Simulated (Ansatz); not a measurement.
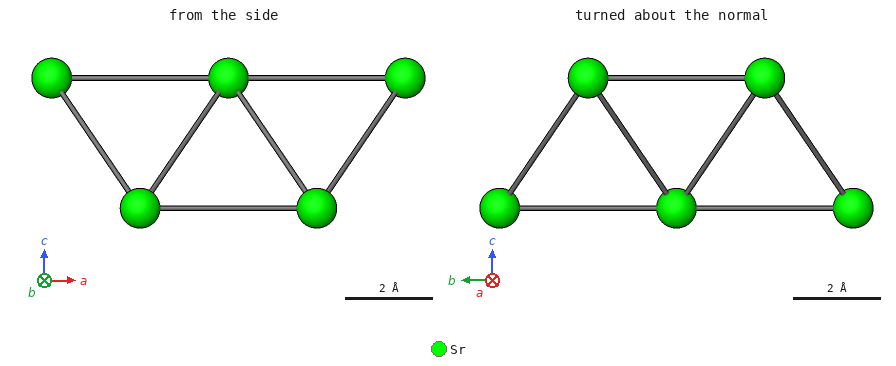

A ball-and-stick picture of a periodic sheet, seen from the side and turned about the normal. The surface normal points up in side views; the vacuum is left out. 2×2 cells are drawn in the plane, with atoms at the edges repeated.

The cell holds 2 Sr.

### What is the slab's thickness, atom centre to atom centre?

About 3.0 Å from the lowest to the highest atom.

### How are the atomic planes stacked?

Two planes: Sr / Sr.

### What does the bonding look like?

Each Sr atom is coordinated by eight Sr at about 4.1 to 4.2 Å. The bonds build Sr layers parallel to the surface.

The initial geometry was a structure type filled with this element by a generator (whether the element takes this form wasn't checked). It is drawn as it came out of a relaxation with Ansatz 0.2.0, DFT PBE, scalar-relativistic, plane waves, PAW.
